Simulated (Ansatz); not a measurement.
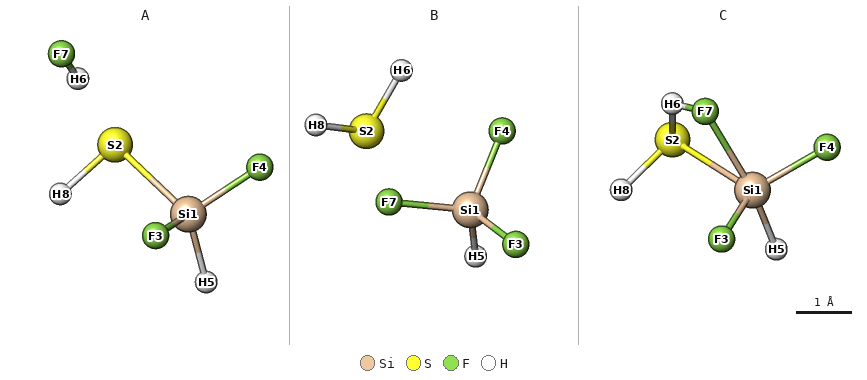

Three geometries of SiH$_{3}$SF$_{3}$: a saddle point and the two minima that it joins, in shuffled order. Style: ball-and-stick. Shown at a tilt. Sticks join atoms that are closer than about 1.2 times the sum of their covalent radii (a little more with hydrogen).

Stationary points at PBE0-D4/def2-TZVP, single-point energies with CCSD(T)/CBS (def2-TZVPP where no basis is named; Ansatz 0.2.0). The energies are electronic, without zero-point or thermal terms, and both ends are the minima reached downhill from the saddle, with any fragments still in contact. CCSD(T)/CBS stands for a frozen-core estimate: MP2 correlation extrapolated from def2-TZVPP and def2-QZVPP, CCSD(T) minus MP2 from the smaller set.

> Identify the saddle point and describe the reaction.

Frame C is the saddle point. Counted by bonded pieces, A holds HF + SiH₂SF₂ and B holds H₂S + SiHF₃. From A over the saddle to B, bonds form: Si1–F7 (4.03 → 1.87 → 1.58 Å), S2–H6 (2.28 → 1.58 → 1.34 Å). Bonds break: Si1–S2 (2.12 → 2.37 → 3.60 Å), H6–F7 (0.93 → 1.19 → 3.70 Å). The saddle has one imaginary mode, 772i cm⁻¹. With CCSD(T)/CBS the barrier is 115.3 kJ/mol from A and 208.3 kJ/mol from B, and B lies 93.0 kJ/mol below A.
